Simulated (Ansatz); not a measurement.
**Nudged elastic band, with input and output: CH₈OSi**

- system: CH₈OSi
- method: RHF/6-31G* (Ansatz 0.2.0)

One setting was made poor on purpose. It belongs to a series of runs on one base structure; here: band between the two ends. Figures and captions count atoms from 1; the log counts them from 0 in places.

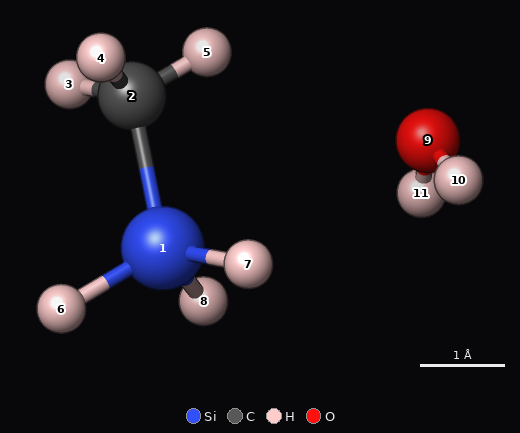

The structure as given in the input (ball-and-stick view, seen at a tilt; atoms are numbered from 1 in the order of the input). Bond lengths as drawn: C–H 1.08 to 1.09 Å, C–Si 1.88 Å, H–O 0.95 Å and H–Si 1.48 Å.

**The input**
```yaml
crystal:
  periodic: [false, false, false]
  atoms:
    - { symbol: Si, position_ang: [0.375071, -0.255638, 0.195155] }
    - { symbol: C, position_ang: [0.532711, -0.040309, 2.05997] }
    - { symbol: H, position_ang: [0.842754, -0.966209, 2.536036] }
    - { symbol: H, position_ang: [1.268468, 0.720404, 2.304788] }
    - { symbol: H, position_ang: [-0.41948, 0.258419, 2.484898] }
    - { symbol: H, position_ang: [1.670382, -0.651336, -0.401437] }
    - { symbol: H, position_ang: [-0.054452, 1.001185, -0.456592] }
    - { symbol: H, position_ang: [-0.611263, -1.306364, -0.141935] }
    - { symbol: O, position_ang: [-2.98499, 0.602468, 1.172735] }
    - { symbol: H, position_ang: [-2.963741, 1.219869, 0.453353] }
    - { symbol: H, position_ang: [-3.219958, -0.230493, 0.785329] }
basis:
  gaussian: { orbitals: "6-31G*" }
hamiltonian:
  xc: hf
neb:
  order_check: false
  images: 5
  f_tol: 0.05
  max_iterations: 60
  spring: 0.1
  final_atoms:
    - { symbol: Si, position_ang: [-0.62886828, 0.07652275, -1.46972039] }
    - { symbol: C, position_ang: [-0.03545322, -0.09171536, 3.61571256] }
    - { symbol: H, position_ang: [-0.85498103, 0.07899425, 4.30540571] }
    - { symbol: H, position_ang: [0.20949686, -1.14783596, 3.6029325] }
    - { symbol: H, position_ang: [0.83064722, 0.47340149, 3.94100362] }
    - { symbol: H, position_ang: [0.69422877, 0.70819693, -1.56211175] }
    - { symbol: H, position_ang: [-1.42767498, 0.41252318, -2.66717214] }
    - { symbol: H, position_ang: [-0.48061079, -1.39251623, -1.42545541] }
    - { symbol: O, position_ang: [-1.33844104, 0.65130925, -0.09588383] }
    - { symbol: H, position_ang: [-2.20961109, 0.35554275, 0.12660022] }
    - { symbol: H, position_ang: [-0.32323042, 0.22757295, 2.62098891] }
  initial_path:
    images:
      - { positions_ang: [[0.375071, -0.255638, 0.195155], [0.532711, -0.040309, 2.05997], [0.842754, -0.966209, 2.536036], [1.268468, 0.720404, 2.304788], [-0.41948, 0.258419, 2.484898], [1.670382, -0.651336, -0.401437], [-0.054452, 1.001185, -0.456592], [-0.611263, -1.306364, -0.141935], [-2.98499, 0.602468, 1.172735], [-2.963741, 1.219869, 0.453353], [-3.219958, -0.230493, 0.785329]] }
      - { positions_ang: [[0.22818681, -0.18807812, 0.12091422], [0.3794497, -0.02474904, 2.1024177], [0.25654177, -0.72427804, 2.56639594], [1.1207919, 0.23575976, 2.38033539], [-0.15346259, 0.51320008, 2.49404203], [1.53907412, -0.48007403, -0.46647479], [-0.27681211, 1.05384749, -0.47317462], [-0.68793507, -1.27742639, -0.23966779], [-2.60707493, 0.53512157, 1.01438945], [-2.82834619, 0.7679672, 0.37369636], [-2.53491142, -0.05929448, 1.1194261]] }
      - { positions_ang: [[0.08130262, -0.12051824, 0.04667345], [0.22618841, -0.00918907, 2.14486541], [-0.32967045, -0.48234708, 2.59675589], [0.9731158, -0.24888449, 2.45588279], [0.11255482, 0.76798116, 2.50318607], [1.40776625, -0.30881206, -0.53151258], [-0.49917223, 1.10650998, -0.48975725], [-0.76460713, -1.24848878, -0.33740059], [-2.22915986, 0.46777514, 0.85604389], [-2.69295137, 0.3160654, 0.29403973], [-1.84986485, 0.11190405, 1.4535232]] }
      - { positions_ang: [[-0.06558157, -0.05295836, -0.02756733], [0.07292711, 0.00637089, 2.18731311], [-0.91588268, -0.24041612, 2.62711583], [0.82543971, -0.73352873, 2.53143018], [0.37857222, 1.02276223, 2.5123301], [1.27645837, -0.13755009, -0.59655038], [-0.72153234, 1.15917247, -0.50633987], [-0.8412792, -1.21955118, -0.43513338], [-1.85124478, 0.40042871, 0.69769834], [-2.55755656, -0.1358364, 0.21438309], [-1.16481827, 0.28310257, 1.7876203]] }
      - { positions_ang: [[-0.25334381, -0.00979799, -0.50828502], [0.03680033, -0.02632453, 2.66344626], [-0.89558213, -0.133946, 3.18654579], [0.62012543, -0.87163114, 2.88859762], [0.52926389, 0.83964198, 2.98855461], [1.08238184, 0.14436559, -0.91840417], [-0.95691322, 0.91028937, -1.22661729], [-0.7210564, -1.27720619, -0.76524072], [-1.6803102, 0.48405556, 0.43317095], [-2.44157473, 0.02795665, 0.18512214], [-0.88428899, 0.2645927, 2.06540984]] }
      - { positions_ang: [[-0.44110604, 0.03336238, -0.9890027], [0.00067355, -0.05901995, 3.13957941], [-0.87528158, -0.02747587, 3.74597575], [0.41481114, -1.00973355, 3.24576506], [0.67995555, 0.65652174, 3.46477911], [0.8883053, 0.42628126, -1.24025796], [-1.1922941, 0.66140628, -1.94689472], [-0.60083359, -1.33486121, -1.09534806], [-1.50937562, 0.56768241, 0.16864356], [-2.32559291, 0.1917497, 0.15586118], [-0.60375971, 0.24608282, 2.34319937]] }
      - { positions_ang: [[-0.62886828, 0.07652275, -1.46972039], [-0.03545322, -0.09171536, 3.61571256], [-0.85498103, 0.07899425, 4.30540571], [0.20949686, -1.14783596, 3.6029325], [0.83064722, 0.47340149, 3.94100362], [0.69422877, 0.70819693, -1.56211175], [-1.42767498, 0.41252318, -2.66717214], [-0.48061079, -1.39251623, -1.42545541], [-1.33844104, 0.65130925, -0.09588383], [-2.20961109, 0.35554275, 0.12660022], [-0.32323042, 0.22757295, 2.62098891]] }
```

Command:
```bash
ansatz run input.yaml --threads 1 --pin off --max-ram 2048MiB --backend cpu --events-out ev --progress --plain --runs-dir out
```

**The program's output**
```
Engine: ansatz 0.2.0, x86_64-unknown-linux-gnu
Functional definition: HF
  exchange = exact_x
  correlation = 0
746 factors; integrals over basis functions are off by at most 6.1e-4 eV
mean field evaluation 1: about -11052.9225 eV, gradient 3.5e1 eV
mean field evaluation 2: about -11052.9655 eV, gradient 3.5e1 eV
mean field evaluation 4: about -11055.6013 eV, gradient 2.7e0 eV
mean field evaluation 8: about -11055.6289 eV, gradient 1.5e-1 eV
mean field -11055.62896425 eV, -406.2868706618 hartree, gradient 2.7e-5 eV, S^2 0.000000; 0 other end points of the search recorded, 0 dependent functions left out
the calculation of the forces begins
reference -11055.62896425 eV, -406.2868706618 hartree; 18, 18 occupied and 47, 47 virtual orbitals, 746 factors
739 factors; integrals over basis functions are off by at most 8.1e-4 eV
mean field evaluation 16: about -11056.6750 eV, gradient 3.0e0 eV
mean field -11056.70386098 eV, -406.3263723881 hartree, gradient 1.7e-5 eV, S^2 0.000000; 0 other end points of the search recorded, 0 dependent functions left out
[... from here on the field's lines of each further geometry are left out, up to the last ...]
NEB iter   1: max|band force component| = 7.340e1 eV/Å  barrier→ = 16.9379 eV  barrier← = 18.0128 eV  Δτ_max = 0.2000 Å  (219 SCF iters)
NEB iter   2: max|band force component| = 1.995e1 eV/Å  barrier→ = 3.6756 eV  barrier← = 4.7505 eV  Δτ_max = 0.2000 Å  (158 SCF iters)
NEB iter   3: max|band force component| = 7.874e0 eV/Å  barrier→ = 2.7758 eV  barrier← = 3.8507 eV  Δτ_max = 0.1985 Å  (143 SCF iters)
NEB iter   4: max|band force component| = 2.956e0 eV/Å  barrier→ = 2.3071 eV  barrier← = 3.3820 eV  Δτ_max = 0.2000 Å  (145 SCF iters)
NEB iter   5: max|band force component| = 1.845e0 eV/Å  barrier→ = 1.9909 eV  barrier← = 3.0658 eV  Δτ_max = 0.1990 Å  (142 SCF iters)
NEB iter   6: max|band force component| = 9.379e0 eV/Å  barrier→ = 1.5403 eV  barrier← = 2.6152 eV  Δτ_max = 0.1021 Å  (142 SCF iters)
NEB iter   7: max|band force component| = 1.917e0 eV/Å  barrier→ = 1.3529 eV  barrier← = 2.4278 eV  Δτ_max = 0.2000 Å  (145 SCF iters)
NEB iter   8: max|band force component| = 2.363e0 eV/Å  barrier→ = 0.9260 eV  barrier← = 2.0009 eV  Δτ_max = 0.1021 Å  (144 SCF iters)
NEB iter   9: max|band force component| = 1.290e0 eV/Å  barrier→ = 0.7031 eV  barrier← = 1.7780 eV  Δτ_max = 0.1009 Å  (144 SCF iters)
NEB iter  10: max|band force component| = 5.687e-1 eV/Å  barrier→ = 0.5005 eV  barrier← = 1.5754 eV  Δτ_max = 0.1010 Å  (145 SCF iters)
NEB iter  11: max|band force component| = 1.599e0 eV/Å  barrier→ = 0.3944 eV  barrier← = 1.4693 eV  Δτ_max = 0.0501 Å  (145 SCF iters)
NEB iter  12: max|band force component| = 4.417e-1 eV/Å  barrier→ = 0.3590 eV  barrier← = 1.4339 eV  CI = image 3  Δτ_max = 0.1003 Å  (147 SCF iters)
NEB iter  13: max|band force component| = 9.581e-1 eV/Å  barrier→ = 0.4502 eV  barrier← = 1.5250 eV  CI = image 3  Δτ_max = 0.0501 Å  (145 SCF iters)
NEB iter  14: max|band force component| = 1.067e0 eV/Å  barrier→ = 0.4710 eV  barrier← = 1.5459 eV  CI = image 3  Δτ_max = 0.1002 Å  (149 SCF iters)
NEB iter  15: max|band force component| = 1.261e0 eV/Å  barrier→ = 0.5132 eV  barrier← = 1.5881 eV  CI = image 3  Δτ_max = 0.1987 Å  (145 SCF iters)
NEB iter  16: max|band force component| = 1.605e0 eV/Å  barrier→ = 0.5925 eV  barrier← = 1.6674 eV  CI = image 3  Δτ_max = 0.1980 Å  (143 SCF iters)
NEB iter  17: max|band force component| = 1.887e0 eV/Å  barrier→ = 0.7057 eV  barrier← = 1.7806 eV  CI = image 3  Δτ_max = 0.1986 Å  (145 SCF iters)
NEB iter  18: max|band force component| = 2.118e0 eV/Å  barrier→ = 0.8797 eV  barrier← = 1.9546 eV  CI = image 3  Δτ_max = 0.2000 Å  (143 SCF iters)
NEB iter  19: max|band force component| = 2.889e0 eV/Å  barrier→ = 1.3947 eV  barrier← = 2.4696 eV  CI = image 3  Δτ_max = 0.2000 Å  (145 SCF iters)
NEB iter  20: max|band force component| = 2.933e0 eV/Å  barrier→ = 2.2538 eV  barrier← = 3.3287 eV  CI = image 3  Δτ_max = 0.1958 Å  (143 SCF iters)
NEB iter  21: max|band force component| = 2.495e0 eV/Å  barrier→ = 2.9304 eV  barrier← = 4.0053 eV  CI = image 3  Δτ_max = 0.2000 Å  (147 SCF iters)
NEB iter  22: max|band force component| = 1.686e0 eV/Å  barrier→ = 3.5448 eV  barrier← = 4.6197 eV  CI = image 3  Δτ_max = 0.1000 Å  (145 SCF iters)
NEB iter  23: max|band force component| = 8.050e-1 eV/Å  barrier→ = 3.3847 eV  barrier← = 4.4596 eV  CI = image 3  Δτ_max = 0.1764 Å  (147 SCF iters)
NEB iter  24: max|band force component| = 4.987e-1 eV/Å  barrier→ = 3.2707 eV  barrier← = 4.3456 eV  CI = image 3  Δτ_max = 0.1953 Å  (148 SCF iters)
NEB iter  25: max|band force component| = 4.474e-1 eV/Å  barrier→ = 3.1534 eV  barrier← = 4.2283 eV  CI = image 3  Δτ_max = 0.1981 Å  (147 SCF iters)
NEB iter  26: max|band force component| = 5.239e-1 eV/Å  barrier→ = 3.1094 eV  barrier← = 4.1843 eV  CI = image 3  Δτ_max = 0.1694 Å  (144 SCF iters)
NEB iter  27: max|band force component| = 2.491e-1 eV/Å  barrier→ = 3.1032 eV  barrier← = 4.1781 eV  CI = image 3  Δτ_max = 0.0824 Å  (144 SCF iters)
NEB iter  28: max|band force component| = 2.060e-1 eV/Å  barrier→ = 3.0913 eV  barrier← = 4.1662 eV  CI = image 3  Δτ_max = 0.1134 Å  (149 SCF iters)
NEB iter  29: max|band force component| = 8.264e-2 eV/Å  barrier→ = 3.0881 eV  barrier← = 4.1630 eV  CI = image 3  Δτ_max = 0.0598 Å  (149 SCF iters)
NEB iter  30: max|band force component| = 1.019e-1 eV/Å  barrier→ = 3.0865 eV  barrier← = 4.1614 eV  CI = image 3  Δτ_max = 0.0301 Å  (145 SCF iters)
NEB iter  31: max|band force component| = 8.229e-2 eV/Å  barrier→ = 3.0840 eV  barrier← = 4.1589 eV  CI = image 3  Δτ_max = 0.0301 Å  (144 SCF iters)
the calculation of the forces begins
reference -11056.69658898 eV, -406.3261051467 hartree; 18, 18 occupied and 47, 47 virtual orbitals, 740 factors
746 factors; integrals over basis functions are off by at most 5.9e-4 eV
mean field -11052.54759606 eV, -406.1736324693 hartree, gradient 2.3e-5 eV, S^2 0.000000; 1 other end points of the search recorded, 0 dependent functions left out
the calculation of the forces begins
reference -11052.54759606 eV, -406.1736324693 hartree; 18, 18 occupied and 47, 47 virtual orbitals, 746 factors
NEB iter  32: max|band force component| = 4.542e-2 eV/Å  barrier→ = 3.0814 eV  barrier← = 4.1563 eV  CI = image 3  Δτ_max = 0.0000 Å  (299 SCF iters)
```

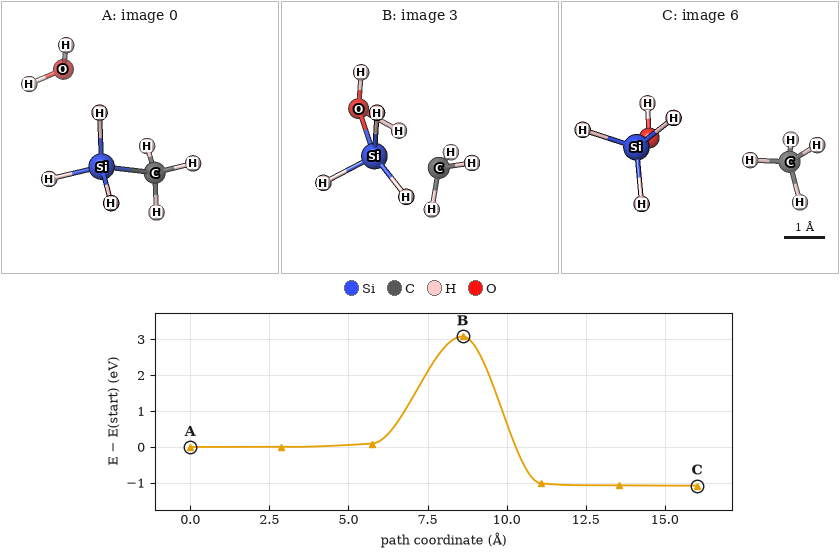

Images of the last band (counted from 0; ball-and-stick, seen at a tilt) above the energy along the path; the line is a cubic interpolation that uses the forces. The highest image is number 3, 3.081 eV above the start and 4.156 eV above the end (the climbing image); the end lies 1.075 eV below the start. The path is 16.02 Å long. The band converged in 32 iterations.

```
Total energy: -11052.54759606 eV, -406.1736324693 hartree
Atom 0 at    -0.302920     0.235868    -0.031525 Å, force     0.016264     0.042712    -0.047721 eV/Å
Atom 1 at    -0.068145     0.088936     2.219100 Å, force     0.034031     0.043159     0.046809 eV/Å
Atom 2 at     0.331611     1.087586     2.357688 Å, force     0.000921    -0.005797     0.000274 eV/Å
Atom 3 at    -0.674476    -0.118845     3.104819 Å, force    -0.007051     0.003913    -0.002654 eV/Å
Atom 4 at     0.749033    -0.623008     2.227223 Å, force    -0.023043    -0.007028    -0.001020 eV/Å
Atom 5 at     1.155563     0.484239     0.091232 Å, force     0.003327    -0.019910     0.002170 eV/Å
Atom 6 at    -0.768598     1.482730    -0.658071 Å, force     0.003177     0.001193     0.013917 eV/Å
Atom 7 at    -0.305886    -0.974746    -0.882129 Å, force    -0.007006    -0.004302    -0.017875 eV/Å
Atom 8 at    -2.032255    -0.158708     0.629872 Å, force    -0.016201    -0.017832    -0.011777 eV/Å
Atom 9 at    -2.384518    -1.008469     0.385197 Å, force     0.000977    -0.004468     0.018586 eV/Å
Atom 10 at    -1.263908    -0.143586     1.548895 Å, force    -0.005395    -0.031638    -0.000709 eV/Å
Dipole moment:    -0.148685    -0.339389     0.115076 e Å
this run last wrote the band of iteration 32 to [file]
```

**The last band as extended XYZ (Å, eV, eV/Å)**
```
11
Properties=species:S:1:pos:R:3:forces:R:3 image=0 energy=-11055.62896
Si    0.3751   -0.2556    0.1952   -0.0003  -0.0011   0.0008
C     0.5327   -0.0403    2.0600    0.0011  -0.0001  -0.0001
H     0.8428   -0.9662    2.5360    0.0008   0.0005  -0.0004
H     1.2685    0.7204    2.3048   -0.0006   0.0008   0.0002
H    -0.4195    0.2584    2.4849   -0.0001  -0.0004   0.0000
H     1.6704   -0.6513   -0.4014    0.0001   0.0007   0.0005
H    -0.0545    1.0012   -0.4566   -0.0014  -0.0010  -0.0001
H    -0.6113   -1.3064   -0.1419   -0.0007  -0.0001   0.0001
O    -2.9850    0.6025    1.1727   -0.0037  -0.0052  -0.0234
H    -2.9637    1.2199    0.4534    0.0000  -0.0137   0.0169
H    -3.2200   -0.2305    0.7853    0.0047   0.0198   0.0055
11
Properties=species:S:1:pos:R:3:forces:R:3 image=1 energy=-11055.62672
Si    0.3805   -0.1503    0.1622   -0.0053   0.0034  -0.0057
C     0.5773    0.1127    2.0172    0.0002  -0.0002   0.0047
H    -0.3910    0.0840    2.5055    0.0014   0.0060  -0.0001
H     1.2036   -0.6583    2.4570   -0.0067  -0.0002  -0.0008
H     1.0370    1.0738    2.2297    0.0021  -0.0041   0.0011
H     1.6994   -0.1751   -0.5087    0.0013  -0.0004  -0.0006
H    -0.4106    0.9398   -0.4524    0.0039  -0.0001   0.0008
H    -0.2996   -1.4306   -0.1296   -0.0014   0.0015  -0.0014
O    -3.0540    0.1389    1.2778    0.0002   0.0009  -0.0064
H    -3.0293    0.9495    0.7869   -0.0001  -0.0090   0.0003
H    -3.2778   -0.5323    0.6469    0.0043   0.0022   0.0081
11
Properties=species:S:1:pos:R:3:forces:R:3 image=2 energy=-11055.53458
Si    0.3602    0.0843    0.0784    0.0272  -0.0010   0.0020
C     0.3553    0.1345    1.9757    0.0098   0.0021  -0.0111
H    -0.2094    0.9862    2.3383   -0.0210  -0.0009   0.0028
H    -0.0844   -0.7632    2.4008    0.0159  -0.0198  -0.0171
H     1.3650    0.2125    2.3647    0.0166   0.0263   0.0034
H     1.7349   -0.1691   -0.4074    0.0147  -0.0115  -0.0119
H    -0.0979    1.3573   -0.5073    0.0124  -0.0017   0.0066
H    -0.4863   -1.0130   -0.4401   -0.0020   0.0019   0.0128
O    -2.8521    0.2193    1.0118   -0.0212   0.0003   0.0090
H    -2.9993   -0.4554    0.3626   -0.0140   0.0096  -0.0061
H    -2.6505   -0.2415    1.8148   -0.0384  -0.0052   0.0096
11
Properties=species:S:1:pos:R:3:forces:R:3 image=3 energy=-11052.54760
Si   -0.3029    0.2359   -0.0315    0.0163   0.0427  -0.0477
C    -0.0681    0.0889    2.2191    0.0340   0.0432   0.0468
H     0.3316    1.0876    2.3577    0.0009  -0.0058   0.0003
H    -0.6745   -0.1188    3.1048   -0.0071   0.0039  -0.0027
H     0.7490   -0.6230    2.2272   -0.0230  -0.0070  -0.0010
H     1.1556    0.4842    0.0912    0.0033  -0.0199   0.0022
H    -0.7686    1.4827   -0.6581    0.0032   0.0012   0.0139
H    -0.3059   -0.9747   -0.8821   -0.0070  -0.0043  -0.0179
O    -2.0323   -0.1587    0.6299   -0.0162  -0.0178  -0.0118
H    -2.3845   -1.0085    0.3852    0.0010  -0.0045   0.0186
H    -1.2639   -0.1436    1.5489   -0.0054  -0.0316  -0.0007
11
Properties=species:S:1:pos:R:3:forces:R:3 image=4 energy=-11056.64041
Si   -0.5390    0.3274   -0.8344   -0.0102   0.0065  -0.0419
C    -0.1219   -0.0837    2.9739    0.0082  -0.0040   0.0539
H     0.3980    0.8670    2.9824    0.0059  -0.0078   0.0287
H    -0.4183   -0.3457    3.9820    0.0097  -0.0029   0.0428
H     0.5408   -0.8471    2.5815   -0.0074  -0.0054   0.0183
H     0.5870    0.5455    0.0911   -0.0261  -0.0097  -0.0035
H    -0.7466    1.5503   -1.6199   -0.0028  -0.0037  -0.0523
H    -0.1809   -0.8068   -1.7102    0.0010   0.0124  -0.0550
O    -1.9573    0.0123   -0.0530   -0.0085   0.0054  -0.0413
H    -2.1274   -0.8667    0.2526    0.0229   0.0021   0.0030
H    -0.9988   -0.0006    2.3463    0.0074   0.0072   0.0472
11
Properties=species:S:1:pos:R:3:forces:R:3 image=5 energy=-11056.69659
Si   -0.5971    0.1598   -1.1544    0.0001   0.0004  -0.0020
C     0.0394   -0.0935    3.3922    0.0016   0.0007  -0.0017
H     0.0055    0.7164    4.1118   -0.0002  -0.0034   0.0042
H    -0.1510   -1.0333    3.8978   -0.0062  -0.0010   0.0085
H     1.0215   -0.1257    2.9344    0.0035   0.0041   0.0007
H     0.6156    0.6371   -0.4777    0.0003   0.0016  -0.0040
H    -0.8558    0.9832   -2.3531   -0.0023  -0.0010  -0.0027
H    -0.4058   -1.2356   -1.6000   -0.0003  -0.0003  -0.0012
O    -1.8297    0.2789   -0.0664    0.0008   0.0020  -0.0013
H    -2.6964   -0.0033   -0.3200   -0.0003   0.0000  -0.0005
H    -0.7105    0.0680    2.6277    0.0031  -0.0030   0.0001
11
Properties=species:S:1:pos:R:3:forces:R:3 image=6 energy=-11056.70386
Si   -0.6289    0.0765   -1.4697   -0.0121   0.0184   0.0094
C    -0.0355   -0.0917    3.6157   -0.0078   0.0071  -0.0003
H    -0.8550    0.0790    4.3054    0.0129  -0.0025  -0.0113
H     0.2095   -1.1478    3.6029   -0.0026   0.0027   0.0001
H     0.8306    0.4734    3.9410   -0.0088  -0.0027  -0.0035
H     0.6942    0.7082   -1.5621   -0.0087  -0.0044   0.0012
H    -1.4277    0.4125   -2.6672    0.0089  -0.0048   0.0150
H    -0.4806   -1.3925   -1.4255   -0.0002   0.0021  -0.0015
O    -1.3384    0.6513   -0.0959   -0.0017  -0.0178  -0.0247
H    -2.2096    0.3555    0.1266    0.0142   0.0063   0.0002
H    -0.3232    0.2276    2.6210    0.0058  -0.0043   0.0153
```

**Results in brief**

- outcome: converged
- barrier, forward: 3.081 eV
- barrier, backward: 4.156 eV
- hardware: 1 thread of Intel Xeon (Granite Rapids), 32 GiB of memory available, shared host
- wall time: 1.7 min
- peak memory: 0.14 GiB

A deliberately poor setting: spring. The order of the saddle point was not checked.
